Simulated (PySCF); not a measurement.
# One shape, several levels: OH− (hydroxide)

We compute a comparison of 5 runs (MP2/6-31G*, CCSDT/6-31G*, CISD/6-31G*, CCSD(T)/6-31G*, FCI/6-31G*) of OH− (hydroxide). The job is set up through a Python script.

The calculation is run with PySCF 2.14.0.

2 further runs of the same task are left out: 2 set aside as unsound or not needed.

### 1 The structure to begin with

The species is OH− (2 atoms), meant as a singlet with charge -1. As SMILES, `[OH-]`. The O1–H2 distance was set to 2.120 Å, away from the relaxed value.

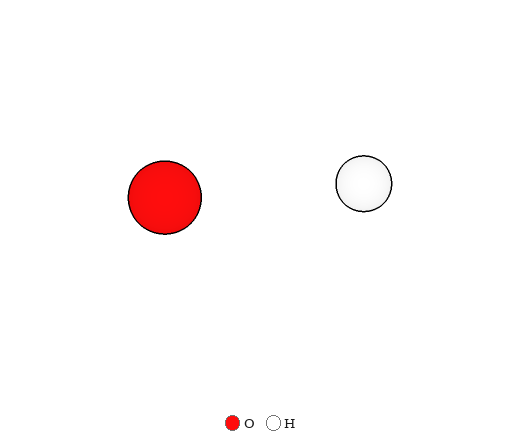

The structure, seen from a chosen angle (oxygen red, hydrogen white).

### 2 A single-point energy at MP2/6-31G(d) (spherical functions) (run 1)

The input, input.xyz:

```xyz
2
HO
O      1.400113    -0.448118     0.722496
H     -0.411800     0.131800    -0.212500
```

The input, run.py:

```python
from pyscf import gto, mp

mol = gto.M(
    atom='input.xyz',
    verbose=4,
    basis='6-31g*',
    charge=-1,
    max_memory=1860,
)

mf = mol.RHF()
mf.conv_tol = 1e-10
mf.kernel()
if not mf.converged:
    mf = mf.newton().run(mf.mo_coeff, mf.mo_occ)

pt = mp.MP2(mf, frozen=1).run()
etot = pt.e_tot
print('Final energy', etot)
```

Launch:

```
OMP_NUM_THREADS=1 python run.py
```

Log:

```text
PySCF version 2.14.0

[... 56 lines left out ...]
converged SCF energy = -75.1662398814355
[... 1 line left out ...]
******** <class 'pyscf.mp.mp2.RMP2'> ********
nocc = 4, nmo = 15
frozen orbitals 1
E(RMP2) = -75.3410529060435  E_corr = -0.17481302460803
E(SCS-RMP2) = -75.3436130251112  E_corr = -0.17737314367573
E_corr(same-spin) = -0.0373874836775837
E_corr(oppo-spin) = -0.137425540930446
Final energy -75.34105290604353
```

Run time: 0.74 s. Hardware: 1 thread of Arm Neoverse V1, shared host; peak memory 0.12 GiB.

### 3 The energy at CCSDT/6-31G(d) (spherical functions) (run 2)

The input, calc.py:

```python
from pyscf import gto, scf, cc

molecule = gto.M(
    atom='''
O      2.645830    -0.846820     1.365320
H     -0.778189     0.249066    -0.401567
''',
    max_memory=1860,
    basis='6-31g*',
    charge=-1,
    verbose=4,
    unit='bohr',
)

mf = scf.RHF(molecule)
mf.conv_tol = 1e-10
mf.kernel()
if not mf.converged:
    mf = mf.newton().run(mf.mo_coeff, mf.mo_occ)

mycc = cc.CCSDT(mf, frozen=1)
mycc.kernel()
e_tot = mycc.e_tot
print('Final energy', e_tot)
```

Launch:

```
OMP_NUM_THREADS=1 python calc.py
```

Log:

```text
PySCF version 2.14.0

[... 73 lines left out ...]
WARN: A large `blksize` is being used, which may cause large memory consumption
[... 7 lines left out ...]
WARN: A large `blksize_oooo` is being used, which may cause large memory consumption
[... 26 lines left out ...]
RCCSDT converged
[... 3 lines left out ...]
Final energy -75.3970162745812
```

Run time: 1.2 s. Hardware: 1 thread of Arm Neoverse V1, shared host; peak memory 0.11 GiB.

### 4 A single-point energy at CISD/6-31G(d) (spherical functions) (run 3)

The input, run.py:

```python
from pyscf import gto, scf, ci

mol = gto.M(
    atom='''
O      2.645830    -0.846820     1.365320
H     -0.778189     0.249066    -0.401567
''',
    verbose=3,
    charge=-1,
    basis='6-31g*',
    spin=0,
    max_memory=1860,
    unit='bohr',
)

hf = scf.RHF(mol)
hf.conv_tol = 1e-10
hf.kernel()
if not hf.converged:
    hf = hf.newton().run(hf.mo_coeff, hf.mo_occ)

cisd = ci.CISD(hf, frozen=1)
cisd.kernel()
etot = cisd.e_tot
print('E = %.10f Eh' % etot)
```

Launch:

```
OMP_NUM_THREADS=1 python run.py
```

Log:

```text
converged SCF energy = -75.1662398841244
E(RCISD) = -75.36478532657621  E_corr = -0.1985454424518105
E = -75.3647853266 Eh
```

It took 0.68 s on 1 thread of Arm Neoverse V1, shared host; peak memory 0.1 GiB.

Run 4 isn't shown in full; the table further down has it.

### 5 The energy at FCI/6-31G(d) (spherical functions) (run 5)

The input, job.py:

```python
from pyscf import gto, scf, mcscf
from pyscf import fci

mol = gto.M(
    atom=[
    ('O', (1.400113, -0.448118, 0.722496)),
    ('H', (-0.411800, 0.131800, -0.212500)),
],
    max_memory=1860,
    verbose=3,
    basis='6-31g*',
    charge=-1,
)

mf = scf.RHF(mol)
mf.conv_tol = 1e-10
mf.kernel()
if not mf.converged:
    mf = mf.newton().run(mf.mo_coeff, mf.mo_occ)

cas = mcscf.CASCI(mf, mf.mo_coeff.shape[-1] - 1, (mol.nelec[0] - 1, mol.nelec[1] - 1))  # full CI above the frozen core
cas.fcisolver = fci.direct_spin0.FCI(mol)  # even spin states alone
cas.kernel()
print('<S^2> = %.4f' % cas.fcisolver.spin_square(cas.ci, cas.ncas, cas.nelecas)[0])
etot = cas.e_tot
print('E = %.10f Eh' % etot)
```

Launch:

```
OMP_NUM_THREADS=1 python job.py
```

Log:

```text
converged SCF energy = -75.1662398814355
CASCI E = -75.3980305259461  E(CI) = -17.7943308633234  S^2 = 0.0000000
<S^2> = 0.0000
E = -75.3980305259 Eh
```

Run time: 51 s. Hardware: 1 thread of Arm Neoverse V1, shared host; peak memory 0.52 GiB.

### 6 Overview of the runs

```tsv
run	level	energy (Eh)	HOMO energy (eV)	LUMO energy (eV)	HOMO–LUMO gap (eV)	wall time
1	MP2/6-31G* (spherical functions)	-75.341053	-1.32	9.24	10.56	0.74 s
2	CCSDT/6-31G* (spherical functions)	-75.397016	-1.32	9.24	10.56	1.2 s
3	CISD/6-31G* (spherical functions)	-75.364785	-1.32	9.24	10.56	0.68 s
4	CCSD(T)/6-31G* (spherical functions)	-75.402957	-1.32	9.24	10.56	0.77 s
5	FCI/6-31G* (spherical functions)	-75.398031	-1.32	9.24	10.56	51 s
```

### 7 Results

| quantity | value |
| --- | --- |
| run 5: total energy | -75.39803 Eh |
| run 5: HOMO energy (Hartree–Fock orbitals) | -1.32 eV |
| run 5: LUMO energy (Hartree–Fock orbitals) | 9.24 eV |
| run 5: HOMO–LUMO gap (to an unbound level, set by the basis) | 10.56 eV |
| run 5: correlation energy (1 core orbital frozen) | -231.8 mEh |

Against full CI in this basis: MP2 +57.0 mEh; CCSDT +1.0 mEh; CISD +33.2 mEh; CCSD(T) -4.9 mEh. In run 4 the T1 diagnostic is large, so a single reference may not serve. All runs together took 54 s, the longest 51 s.
